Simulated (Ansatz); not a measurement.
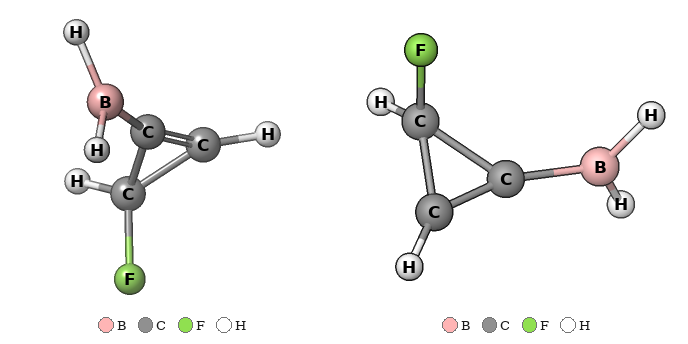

The same structure drawn twice, from different directions.

Count the atoms of each element.

C₃H₄BF, 9 atoms: 3 carbon, 4 hydrogen, 1 boron and 1 fluorine.

How many sets of symmetry-equivalent atoms are there?

9: 1 B, 1 C, 1 C, 1 C, 1 F, 1 H, 1 H, 1 H, 1 H.

What is its SMILES?

BC1=C[C@H]1F

What is the point group of this geometry?

C1.

Describe its rings.

Independent rings (smallest set): 1 of 3 members.

More results for the same structure follow; atom numbers are the same in all pictures, views and colours differ. Computed geometry: PBE0-D4/def2-TZVP optimisation.

**Geometry**

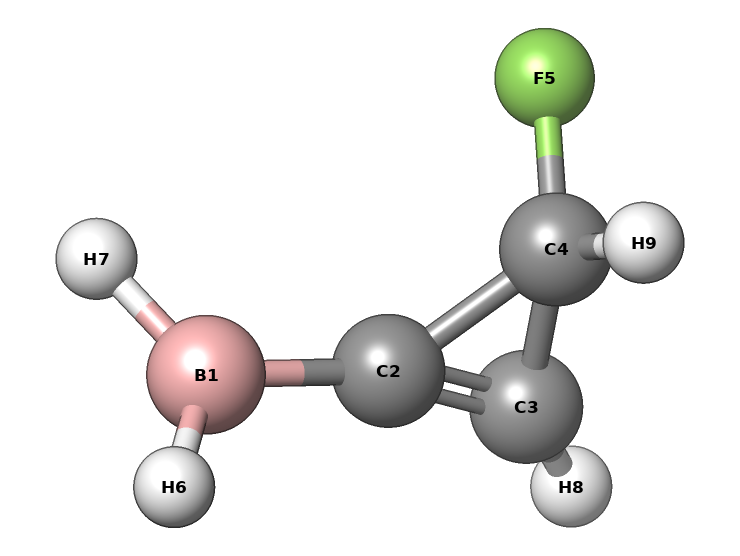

Atoms carry their numbers in the input.

Describe the coordination of atom 2.

C2 has 3 neighbours (B1 at 1.50, C3 at 1.31, C4 at 1.52 Å); the arrangement is T-shaped.

What is the geometry at B1?

B1 has 3 neighbours (C2 at 1.50, H6 at 1.19, H7 at 1.19 Å); the arrangement is trigonal planar.

What is the dihedral angle B1–C2–C4–F5?

71° in size, that is gauche.

**Electronic properties**

Properties computed with RKS r2SCAN-D4/def2-TZVPP (Ansatz 0.2.0).

Estimate the dipole moment.

1.71 D.

What is the dispersion correction?

−3.5 kJ/mol.

Estimate the HOMO energy (Kohn–Sham orbital).

−7.23 eV.

What is the LUMO energy (Kohn–Sham orbital)?

−2.57 eV.

**Thermal motion**

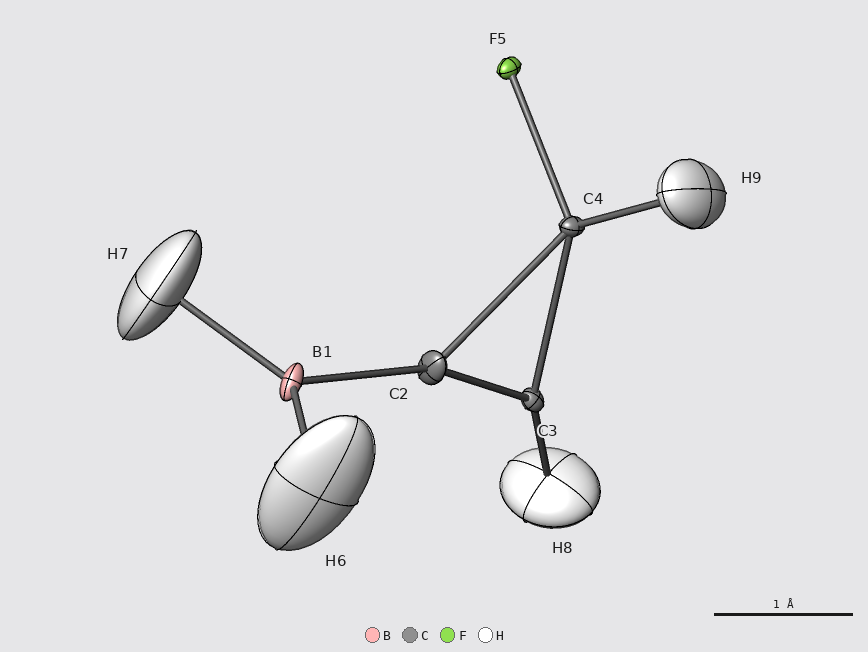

Displacement ellipsoids at the 50 % level, enlarged 1.5 times, from the internal vibrations of the free molecule (harmonic, no overall translation or rotation; no half-axis is drawn under 0.075 Å). Vibrations computed with RKS PBE0-D4/def2-TZVP (Ansatz 0.2.0). Temperature: 0 K (zero-point motion alone).

List U_eq and the three principal root-mean-square amplitudes for each kind of atom.

```
atom  U_eq (Å²)   rms amplitudes (Å)
  B1     0.0021  0.031, 0.034, 0.064
  C2     0.0026  0.032, 0.050, 0.065
  C3     0.0013  0.028, 0.037, 0.041
  C4     0.0014  0.032, 0.036, 0.044
  F5     0.0011  0.017, 0.028, 0.047
  H6     0.0337  0.089, 0.150, 0.266
  H7     0.0255  0.083, 0.160, 0.209
  H8     0.0176  0.077, 0.143, 0.163
  H9     0.0133  0.078, 0.110, 0.148
```

**Vibrations**

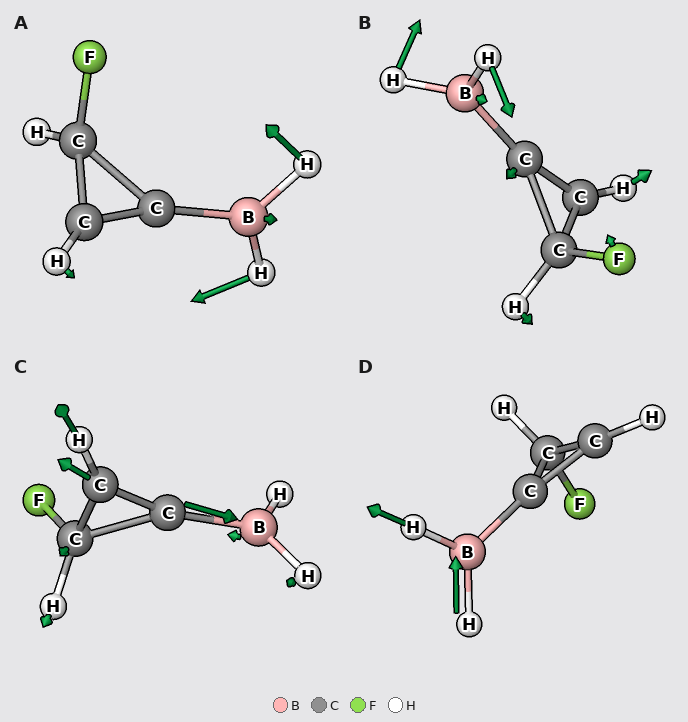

4 normal modes of one molecule or complex, as arrows. Harmonic vibrations computed with RKS PBE0-D4/def2-TZVP (Ansatz 0.2.0) at a stationary point of the same level.

Match the panels to the wavenumbers 201 cm⁻¹, 1207 cm⁻¹, 1799 cm⁻¹, 2683 cm⁻¹.

A: 1207 cm⁻¹, angle bending
B: 201 cm⁻¹, a torsion or out-of-plane motion in which bond lengths and bond angles hardly change
C: 1799 cm⁻¹, in-phase stretching of 2 C–C bonds
D: 2683 cm⁻¹, out-of-phase stretching of 2 B–H bonds
